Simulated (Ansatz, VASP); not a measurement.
**Cross-check of SiB between VASP and Ansatz**

One calculation is typed for both programs; each brings its own data sets and cutoff. How far apart do they land? The cell is invented: As first built, before any earlier steps moved the atoms: it takes the HfB structure with some of its atoms replaced by other elements, volume scaled by an estimate. It may not be a known or stable phase. The cell comes out of the VASP series on this material, whose earlier steps may have relaxed, scaled or displaced it; both programs get it as it stands.

Program: Ansatz 0.2.0. Level of theory: plane waves, with VASP 6.6.1 beside it; band structure at PBE, band structure at LDA and band structure at PBEsol. Results are calculated unless marked as measured.

## (1) The structure

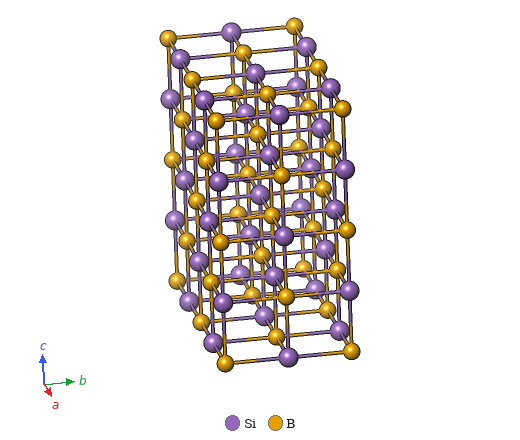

Start, viewed slightly off an axis; silicon purple, boron orange. 2×1×2 cells are drawn. This picture shows the conventional cell, with its axes. Some periodic images of atoms are drawn too.

## (2) VASP: band structure, PBE

The same path points are solved in both programs, so levels can be compared one by one.

Lines of VASP's logs that name or quote its potential files are left out, and so is its time.

INCAR

```
SYSTEM = SiB
PREC = Accurate
ENCUT = 420
EDIFF = 1E-06
NELM = 100
ISMEAR = 0
SIGMA = 0.02
LREAL = .FALSE.
ALGO = Normal
GGA = PE
NBANDS = 15
LORBIT = 11
LWAVE = .FALSE.
LCHARG = .FALSE.
KPAR = 4
```

POSCAR

```
SiB
1.0
    0.0000000000      2.1606624327      2.1606624327
    2.1606624327      0.0000000000      2.1606624327
    2.1606624327      2.1606624327      0.0000000000
Si B
1 1
Direct
    0.5000000000      0.5000000000      0.5000000000
    0.0000000000      0.0000000000      0.0000000000
```

KPOINTS

```
Automatic mesh
0
Gamma
6 6 6
0 0 0
```

KPOINTS_OPT

```
Line mode
16
Line-mode
Reciprocal
  0.00000000   0.00000000   0.00000000 GAMMA
  0.50000000   0.00000000   0.50000000 X

  0.50000000   0.00000000   0.50000000 X
  0.50000000   0.25000000   0.75000000 W

  0.50000000   0.25000000   0.75000000 W
  0.37500000   0.37500000   0.75000000 K

  0.37500000   0.37500000   0.75000000 K
  0.00000000   0.00000000   0.00000000 GAMMA

  0.00000000   0.00000000   0.00000000 GAMMA
  0.50000000   0.50000000   0.50000000 L

  0.50000000   0.50000000   0.50000000 L
  0.62500000   0.25000000   0.62500000 U

  0.62500000   0.25000000   0.62500000 U
  0.50000000   0.25000000   0.75000000 W

  0.50000000   0.25000000   0.75000000 W
  0.50000000   0.50000000   0.50000000 L

  0.50000000   0.50000000   0.50000000 L
  0.37500000   0.37500000   0.75000000 K

  0.62500000   0.25000000   0.62500000 U
  0.50000000   0.00000000   0.50000000 X
```

Potentials, in the order of the species: Si and B (PBE family, release 64).

Launch:

```
$ mpirun -np 4 vasp_std
```

Numbers of over 12 decimals in the logs are rounded to 6 here.

The program printed:

```text
[banner, memory and clock lines left out]
running    4 mpi-ranks, on    1 nodes
 distrk:  each k-point on    1 cores,    4 groups
 distr:  one band on    1 cores,    1 groups

 POSCAR found type information on POSCAR SiB
 POSCAR found :  2 types and       2 ions
 LDA part: xc-table for (Slater+PW92), standard interpolation
 POSCAR, INCAR and KPOINTS ok, starting setup
 FFT: planning ... GRIDC
 FFT: planning ... GRID_SOFT
 FFT: planning ... GRID
 WAVECAR not read
 entering main loop
       N       E                     dE             d eps       ncg     rms          rms(c)
DAV:   1     0.177731119989E+01    0.17773E+01   -0.27426E+03   487   0.330E+02
DAV:   2    -0.110838871948E+02   -0.12861E+02   -0.12471E+02   641   0.710E+01
DAV:   3    -0.113642860687E+02   -0.28040E+00   -0.27839E+00   543   0.715E+00
DAV:   4    -0.113646527674E+02   -0.36670E-03   -0.36669E-03   620   0.358E-01
DAV:   5    -0.113646533028E+02   -0.53537E-06   -0.53373E-06   522   0.128E-02    0.502E+00
DAV:   6    -0.110175106173E+02    0.34714E+00   -0.65970E-01   508   0.265E+00    0.246E+00
DAV:   7    -0.109880146654E+02    0.29496E-01   -0.11955E-01   585   0.121E+00    0.759E-01
DAV:   8    -0.109881178475E+02   -0.10318E-03   -0.15187E-03   578   0.245E-01    0.128E-01
DAV:   9    -0.109881947524E+02   -0.76905E-04   -0.14486E-04   585   0.632E-02    0.568E-02
DAV:  10    -0.109881977149E+02   -0.29624E-05   -0.40172E-06   550   0.105E-02    0.132E-02
DAV:  11    -0.109881972668E+02    0.44808E-06   -0.82104E-07   359   0.365E-03
   1 F= -.10988197E+02 E0= -.10988001E+02  d E =-.392603E-03
 Start KPOINTS_OPT (optional k-point list driver)
k-point batch [1-16\160]
       N       E                     dE             ncg
DAV:   1     0.678998447917E+03   -0.17041E+04      480
DAV:   2     0.491430693615E+03   -0.18757E+03      613
DAV:   3     0.487140146465E+03   -0.42905E+01      557
DAV:   4     0.487134887471E+03   -0.52590E-02      557
DAV:   5     0.487134877830E+03   -0.96407E-05      564
DAV:   6     0.487134877808E+03   -0.22416E-07      486
[...]
k-point batch [145-160\160]
       N       E                     dE             ncg
DAV:   1     0.527647565996E+03   -0.37484E+04      480
DAV:   2     0.325634782321E+03   -0.20201E+03      649
DAV:   3     0.322544144101E+03   -0.30906E+01      634
DAV:   4     0.322540312469E+03   -0.38316E-02      585
DAV:   5     0.322540306034E+03   -0.64349E-05      634
DAV:   6     0.322540306018E+03   -0.15449E-07      606
```

From OUTCAR (step 2):

```text
ion  position               nearest neighbor table
   1  0.500  0.500  0.500-   2 2.16   2 2.16   2 2.16   2 2.16   2 2.16   2 2.16
   2  0.000  0.000  0.000-   1 2.16   1 2.16   1 2.16   1 2.16   1 2.16   1 2.16

  LATTYP: Found a face centered cubic cell.
 ALAT       =     4.3213248654

 Subroutine GETGRP returns: Found 48 space group operations
 (whereof 48 operations were pure point group operations)

The static configuration has the point symmetry O_h .

 Found     16 irreducible k-points:

   k-points           NKPTS =     16   k-points in BZ     NKDIM =     16   number of bands    NBANDS=     15

   dimension x,y,z NGX =    20 NGY =   20 NGZ =   20
   dimension x,y,z NGXF=    40 NGYF=   40 NGZF=   40

   ENCUT  =  420.0 eV  30.87 Ry    5.56 a.u.   5.11  5.11  5.11*2*pi/ulx,y,z

   NELECT =       7.0000    total number of electrons

 k-points in reciprocal lattice and weights: Automatic mesh
   0.00000000  0.00000000  0.00000000       0.005
   0.16666667  0.00000000  0.00000000       0.037
   0.33333333  0.00000000  0.00000000       0.037
   0.50000000  0.00000000  0.00000000       0.019
   0.16666667  0.16666667  0.00000000       0.028
   0.33333333  0.16666667  0.00000000       0.111
   0.50000000  0.16666667  0.00000000       0.111
  -0.33333333  0.16666667  0.00000000       0.111
  -0.16666667  0.16666667  0.00000000       0.056
[...]
-0.33333333  0.33333333  0.16666667       0.111
  -0.33333333  0.50000000  0.16666667       0.056

 average (electrostatic) potential at core
       1 -80.2278       2 -23.0446

 E-fermi :   9.4788

 k-point     1 :       0.0000    0.0000    0.0000
  band No.  band energies     occupation
      1      -5.6592      2.00000
      2      11.2016      0.00000
      3      11.2016      0.00000
      4      11.2016      0.00000
      5      17.9825      0.00000
      6      17.9825      0.00000
    ...

 k-point     2 :       0.1667    0.0000    0.0000
  band No.  band energies     occupation
      1      -5.0545      2.00000
      2       8.2727      2.00000
      3      10.8916      0.00000
      4      10.8916      0.00000
      5      17.4586      0.00000
      6      17.4586      0.00000
      7      17.6351      0.00000
    ...

 k-point     3 :       0.3333    0.0000    0.0000
  band No.  band energies     occupation
      1      -3.2549      2.00000
      2       3.6796      2.00000
      3      10.5704      0.00000
      4      10.5704      0.00000
      5      14.8078      0.00000
      6      14.8078      0.00000
      7      17.2449      0.00000
    ...

  Total        0.0106514      0.0106514      0.0106514      0.0000000      0.0000000      0.0000000
  in kB        0.8459181      0.8459181      0.8459181      0.0000000      0.0000000      0.0000000
  external PRESSURE =       0.8459181 kB  Pullay stress =       0.0000000 kB

  energy-cutoff  :      420.00
  volume of cell :       20.17
      direct lattice vectors                 reciprocal lattice vectors
     0.000000000  2.160662433  2.160662433    -0.231410512  0.231410512  0.231410512
     2.160662433  0.000000000  2.160662433     0.231410512 -0.231410512  0.231410512
     2.160662433  2.160662433  0.000000000     0.231410512  0.231410512 -0.231410512

 POSITION                                       TOTAL-FORCE (eV/Angst)
 -----------------------------------------------------------------------------------
      2.16066      2.16066      2.16066        -0.000000      0.000000     -0.000000
      0.00000      0.00000      0.00000         0.000000     -0.000000      0.000000
 -----------------------------------------------------------------------------------
    total drift:                                0.000000     -0.000000     -0.000000

  FREE ENERGIE OF THE ION-ELECTRON SYSTEM (eV)
  ---------------------------------------------------
  free  energy   TOTEN  =       -10.9881972668 eV

  energy  without entropy=      -10.9878046639  energy(sigma->0) =      -10.98800097

 total charge
# of ion       s       p       d       tot
------------------------------------------
    1        0.723   0.866   0.000   1.589
    2        0.708   1.157   0.000   1.865
--------------------------------------------------
tot          1.430   2.024   0.000   3.454

[... 3 further parts left out ...]
```

The run ends at a pressure of 0.08 GPa.

## (3) Ansatz: band structure, PBE

Ansatz runs on its default PAW (the set named soft_2) files.

The same cell, functional, mesh and smearing now go to Ansatz, which takes its cutoff from its data sets.

input.yaml

```yaml
crystal:
  lattice:
    - [0.0, 2.1606624327, 2.1606624327]
    - [2.1606624327, 0.0, 2.1606624327]
    - [2.1606624327, 2.1606624327, 0.0]
  atoms:
    - { symbol: Si, position: [0.5, 0.5, 0.5] }
    - { symbol: B, position: [0.0, 0.0, 0.0] }
hamiltonian:
  xc: pbe
  pseudopotentials: { kind: paw }
kpoints:
  mp_grid: { grid: [6, 6, 6] }
  band_path:
    path:
      - [0.0, 0.0, 0.0]
      - [0.16667, 0.0, 0.16667]
      - [0.33333, 0.0, 0.33333]
      - [0.5, 0.0, 0.5]
      - [0.5, 0.08333, 0.58333]
      - [0.5, 0.18333, 0.68333]
      - [0.5, 0.25, 0.75]
      - [0.45, 0.3, 0.75]
      - [0.40833, 0.34167, 0.75]
      - [0.35, 0.35, 0.7]
      - [0.225, 0.225, 0.45]
      - [0.075, 0.075, 0.15]
      - [0.03333, 0.03333, 0.03333]
      - [0.23333, 0.23333, 0.23333]
      - [0.4, 0.4, 0.4]
      - [0.51667, 0.46667, 0.51667]
      - [0.55833, 0.38333, 0.55833]
      - [0.60833, 0.28333, 0.60833]
      - [0.60833, 0.25, 0.64167]
      - [0.55833, 0.25, 0.69167]
      - [0.51667, 0.25, 0.73333]
      - [0.5, 0.3, 0.7]
      - [0.5, 0.38333, 0.61667]
      - [0.5, 0.48333, 0.51667]
      - [0.475, 0.475, 0.55]
      - [0.425, 0.425, 0.65]
      - [0.38333, 0.38333, 0.73333]
      - [0.59167, 0.18333, 0.59167]
      - [0.55, 0.1, 0.55]
      - [0.5, 0.0, 0.5]
    npoints: 1
scf:
  occupations: { method: gaussian, width: 0.02 }
  n_extra_bands: 7
output:
  forces: true
  stress: true
  eigenvalues: true
  write_density: true
  write_potential: true
  elf: true
  volumetric_format: npy
```

Launch:

```
$ ansatz run input.yaml --threads 2 --pin off --max-ram 4608MiB --backend cpu --events-out ev --progress --plain --runs-dir out
```

The program printed:

```text
scf.n_extra_bands = 7 over 4 filled bands (N_el = 7.0): the run solves 11 bands
Engine: ansatz 0.2.0, aarch64-unknown-linux-gnu
Pseudopotentials: kind: paw
Pseudopotential: Si, paw, valence charge 4, recommended cutoff 420 eV (normal), Si.paw.azcp
Pseudopotential: B, paw, valence charge 3, recommended cutoff 420 eV (normal), B.paw.azcp
Functional definition: PBE
  parameter kappa = 0.804
  parameter beta = 0.066725
  exchange = pbe_x(kappa = kappa, mu = beta*pi^2/3)
  correlation = pbe_c(beta = beta)
Crystal: 2 atoms, lattice volume = 20.174 Å³
Basis set: ecut = 420 eV, 411 PW (Γ), exchange–correlation on 48×48×48 points (8 copies of the dense FFT grid, shifted against one another)
Bands: 11, of which v1, the nominal top of the filled ones, is band 4 counted from 1 (3 counted from 0)
Symmetry: 48 space group operations
Space group: Fm-3m (ITA 225), of the structure as read, at distance tolerance 2.7e-5 Å
k-points: 16 of 216
Non-local potential: Si, projectors of the file, l = 0: 2, l = 1: 2, l = 2: 2
Non-local potential: B, projectors of the file, l = 0: 2, l = 1: 2, l = 2: 1
PAW form: soft (Blöchl's): semilocal exchange-correlation on the pseudo side does not see the compensation charge
PAW one-centre angular grid: Si, 110 points (default); XC on 64 Gauss nodes
PAW one-centre angular grid: B, 110 points (default); XC on 64 Gauss nodes
Initial density: superposition of atomic densities (neutral atoms: chi_scale 0, normalization atom), corrected by the library's trained network
Initial wavefunctions: pseudopotential atomic-orbital guess
Functional: x = pbe(κ = 0.804, μ = 0.219515), c = pbe(β = 0.066725)
SCF iter   1: F=—  HF=-790.590674 eV  |F-HF|=—  |Δ(HF+E_count)|=         —  Δρ=6.10e-3  dr2=8.96e-3  ethr=1.77e-3  ⟨swp⟩=5.8  Hψ=1201  notcnv=0
preconditioner: auto → none  [insulator: Δε(μ)=0.199 eV  Ē_g=16.236 eV  σ=0.020 eV  W_gap=0.83  n_scr=0 (ndim 8)  ℏωp=21.9 eV  f_vac=0.000  D(μ)=1.96/eV (n_scr^D=26)  ε∞_Penn≈2.8]
SCF iter   2: F=—  HF=-790.587816 eV  |F-HF|=—  |Δ(HF+E_count)|=   2.86e-3  Δρ=1.13e-3  dr2=1.39e-4  ethr=1.28e-4  ⟨swp⟩=2.0  Hψ=394  notcnv=0  defer=30
SCF iter   3: F=—  HF=-790.587845 eV  |F-HF|=—  |Δ(HF+E_count)|=   2.91e-5  Δρ=5.54e-4  dr2=2.83e-5  ethr=1.98e-6  ⟨swp⟩=1.2  Hψ=153  notcnv=0  defer=32
SCF iter   4: F=—  HF=-790.587855 eV  |F-HF|=—  |Δ(HF+E_count)|=   1.02e-5  Δρ=3.07e-5  dr2=6.35e-8  ethr=4.05e-7  ⟨swp⟩=2.0  Hψ=196  notcnv=0  defer=32
iter 5 did not close the SCF: its close was put off for the readings that it lacked (scf_convergence_deferred on its scf_iter line)
SCF iter   5: F=-790.587855 eV  HF=-790.587855 eV  |F-HF|=4.80e-10  |Δ(HF+E_count)|=   8.12e-8  Δρ=2.68e-6  dr2=8.56e-10  ethr=9.07e-10  ⟨swp⟩=2.2  Hψ=198  notcnv=0  defer=32
SCF iter   6: F=-790.587855 eV  HF=-790.587855 eV  |F-HF|=5.68e-12  |Δ(HF+E_count)|=  5.94e-10  Δρ=4.74e-7  dr2=1.31e-11  ethr=1.22e-11  ⟨swp⟩=7.1  Hψ=818  notcnv=0
SCF 1 converged in 6 iterations: F = -790.587855 eV  dr2 = 1.31e-11
  greatest PAW one-centre occupation: 0.611 electrons in one spin orbital (limit 2), on the Si atom at site 0 (counted from 0), in its partial waves of l = 0
NSCF: frozen V_eff on 30 k-points
SCF converged after 6 iterations
Free energy (F): -790.587855 eV
Harris-Foulkes:  -790.587855 eV  (|F-HF|=5.68e-12)
Internal energy: -790.587463 eV  (E = F + TS)
E sigma→0 (E₀):  -790.587659 eV
Entropy (-TS):   -0.000393 eV (-0.196 meV/atom)
Fermi energy:    11.017327 eV
--- Per-component energies (eV) ---
  E_band       = 35.818766
  E_kinetic    = 90.851709
  E_local      = -7.791808  (includes V_loc(G=0)·N_el)
  E_nonlocal   = 36.673697
  E_hartree    = 3.718420
  E_xc         = -88.299984
  E_vxc        = -86.340379  (∫ρ·V_xc dr)
  E_paw        = -591.191972  (= ΣΔE_a)
  E_vpaw       = -5.011298  (= ΣTr[D̂ρ^β])
  E_aug_tail   = 0.000003  (compensation charges beyond the density's cutoff)
  E_ewald      = -234.547527
  E_smearing   = -0.000393  (= −TS)
  E_closure    = -0.000000  (closes the sum)
  Σ components = -790.587855   (vs F -790.587855, Δ=0.00e0)
--- Forces (eV/Å), atoms counted from 1 ---
  atom   1  Si     0.00000000    -0.00000000     0.00000000
  atom   2  B     -0.00000000     0.00000000    -0.00000000
  max |Σ_I F_I| component: 9.86e-32 eV/Å
--- Stress (GPa, compression-positive) ---
        0.106019       0.000000      -0.000000
        0.000000       0.106019      -0.000000
        0.000000      -0.000000       0.106019
  P = ⅓ Tr σ = 0.1060 GPa (1.060 kbar)
--- Band table (eV; the first three rows and the last of 16) ---
  k-point 0: bands = [-4.1183, 12.7380, 12.7380, 12.7380, 19.5140, 19.5140, 19.5140, 21.1769, ... 3 higher]
  k-point 1: bands = [-3.5135, 9.8113, 12.4290, 12.4290, 18.9978, 18.9978, 19.1652, 21.0503, ... 3 higher]
  k-point 2: bands = [-1.7138, 5.2198, 12.1085, 12.1085, 16.3508, 16.3508, 18.7749, 20.1199, ... 3 higher]
  k-point 15: bands = [3.5877, 3.9513, 5.7451, 6.1619, 14.4273, 17.7031, 20.6203, 24.3859, ... 3 higher]
```

Elapsed: 0.95 s, on 2 threads of Arm Neoverse N1, shared host; peak memory 0.25 GiB; 1.3 s of CPU time.

## (4) Comparison

Known differences besides the PAW data sets themselves: VASP leaves aspherical gradient terms in its spheres out (LASPH is not set), Ansatz keeps them. Total energies have different zeros and are not compared.

Both answers:

```tsv
quantity	Ansatz	VASP	difference
pressure (GPa)	0.11	0.08	+0.02
```

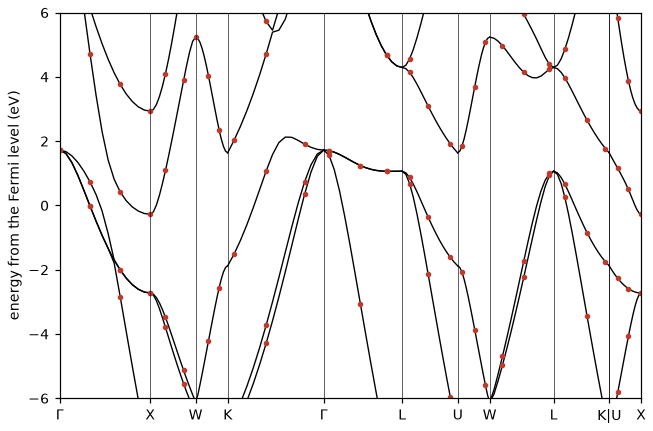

Bands from VASP (lines) and levels from Ansatz (dots). Dots without a line are higher empty bands that the VASP plot leaves out.

Levels from 3 eV below to 2 eV above the Fermi level differ by 1 meV r.m.s. and 3 meV at most; each VASP level is matched to the nearest of Ansatz, which flatters the figure a little. Ansatz's pressure holds a Pulay correction of 0.13 GPa; VASP's holds none.

## (5) VASP: band structure, LDA

Levels along a path test the potential and the projectors away from the mesh points.

Changes to INCAR since step 2:

```diff
@@ -9,3 +9,3 @@
 ALGO = Normal
-GGA = PE
+GGA = CA
 NBANDS = 15
```

POSCAR is that of step 2.

KPOINTS is that of step 2.

KPOINTS_OPT is that of step 2.

Launch:

```
$ mpirun -np 4 vasp_std
```

The program printed:

```text
[banner, memory and clock lines left out]
running    4 mpi-ranks, on    1 nodes
[...]
|                                                                             |
|               ----> ADVICE to this user running VASP <----                  |
|                                                                             |
|     You enforced a specific xc type in the INCAR file but a different       |
|     [... a line on the potential file left out ...]
|     I HOPE YOU KNOW WHAT YOU ARE DOING!                                     |
|                                                                             |

 LDA part: xc-table for (Slater(with rela. corr.)+CA(PZ))
 , standard interpolation
 POSCAR, INCAR and KPOINTS ok, starting setup
[...]
entering main loop
       N       E                     dE             d eps       ncg     rms          rms(c)
DAV:   1     0.628556544226E+00    0.62856E+00   -0.27427E+03   487   0.330E+02
DAV:   2    -0.123043198696E+02   -0.12933E+02   -0.12536E+02   641   0.710E+01
[...]
DAV:   4    -0.125905881976E+02   -0.37802E-03   -0.37801E-03   613   0.363E-01
[...]
DAV:   8    -0.122093939227E+02    0.13411E-02   -0.13492E-03   564   0.239E-01    0.852E-02
DAV:   9    -0.122093850903E+02    0.88324E-05   -0.27659E-05   557   0.295E-02    0.460E-02
DAV:  10    -0.122093857038E+02   -0.61346E-06   -0.83830E-07   415   0.369E-03
   1 F= -.12209386E+02 E0= -.12209189E+02  d E =-.392603E-03
 Start KPOINTS_OPT (optional k-point list driver)
k-point batch [1-16\160]
       N       E                     dE             ncg
DAV:   1     0.663116674247E+03   -0.17200E+04      480
DAV:   2     0.474404147143E+03   -0.18871E+03      613
DAV:   3     0.470069752827E+03   -0.43344E+01      557
DAV:   4     0.470064472344E+03   -0.52805E-02      557
DAV:   5     0.470064462871E+03   -0.94733E-05      564
DAV:   6     0.470064462849E+03   -0.21779E-07      486
[...]
k-point batch [145-160\160]
       N       E                     dE             ncg
DAV:   1     0.513608858981E+03   -0.37624E+04      480
DAV:   2     0.310654621414E+03   -0.20295E+03      649
DAV:   3     0.307508496849E+03   -0.31461E+01      627
DAV:   4     0.307504592490E+03   -0.39044E-02      592
DAV:   5     0.307504586038E+03   -0.64515E-05      606
DAV:   6     0.307504586022E+03   -0.15810E-07      599
```

OUTCAR, selected parts (step 5):

```text
  Total       -0.5811840     -0.5811840     -0.5811840      0.0000000      0.0000000     -0.0000000
  in kB      -46.1565606    -46.1565606    -46.1565606      0.0000000      0.0000000     -0.0000000
  external PRESSURE =     -46.1565606 kB  Pullay stress =       0.0000000 kB

 POSITION                                       TOTAL-FORCE (eV/Angst)
 -----------------------------------------------------------------------------------
      2.16066      2.16066      2.16066        -0.000000      0.000000      0.000000
      0.00000      0.00000      0.00000         0.000000     -0.000000     -0.000000
 -----------------------------------------------------------------------------------
    total drift:                                0.000000     -0.000000     -0.000000

  FREE ENERGIE OF THE ION-ELECTRON SYSTEM (eV)
  ---------------------------------------------------
  free  energy   TOTEN  =       -12.2093857038 eV

  energy  without entropy=      -12.2089931009  energy(sigma->0) =      -12.20918940

[... 2 parts as in an earlier step ...]

[... 1 further part left out ...]
[key lines of the parts left out:]
E-fermi :   9.2776
```

The run ends at a pressure of -4.62 GPa.

(Continued in part 2 of 2.)

[Lines on the potential files, build, host, timing and source positions are cut from VASP's logs without a mark.]

[Logs are printed without paths, hosts, clocks, repeated set-up lines and the standing remarks that a program may print on its own settings, such as how far it seeks lower states.]

[Hosts, paths, dates, database ids (printed as entryN), source tags and the programs' standing remarks are cut or masked in the printed files.]
